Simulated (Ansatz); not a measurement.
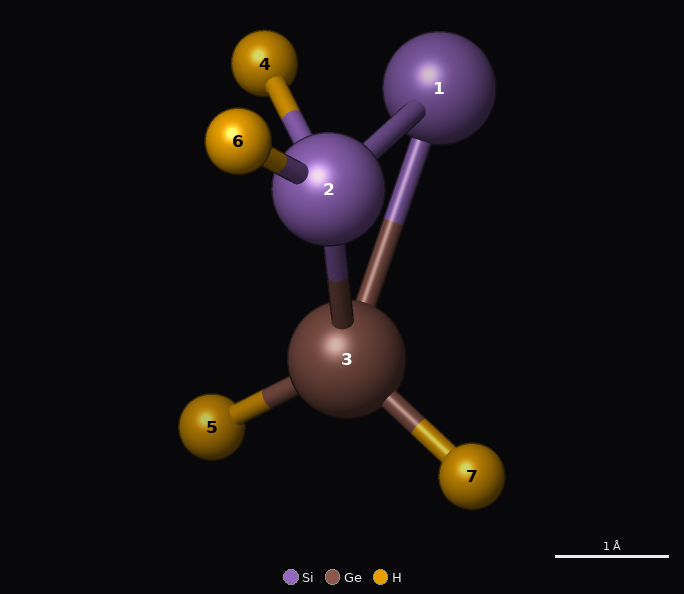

Orthographic view. Distant atoms are faded towards the background colour. Computed geometry: PBE-D4/def2-SVP optimisation. No frequency run is at hand to confirm it as a minimum.

Write a Z-matrix (Å, degrees) in the order of the atom numbers, with these reference atoms: 2 to 1; 3 to 2, 1; 4 to 2, 1, 3; 5 to 3, 2, 4; 6 to 2, 4, 1; 7 to 3, 5, 2.

```
Si 
Si   1   2.309
Ge   2   2.312   1    66.9
H    2   1.684   1    48.7   3  -107.8
H    3   1.552   2   125.4   4   -67.5
H    2   1.514   4    99.9   1   152.7
H    3   1.546   5   112.4   2   140.1
```
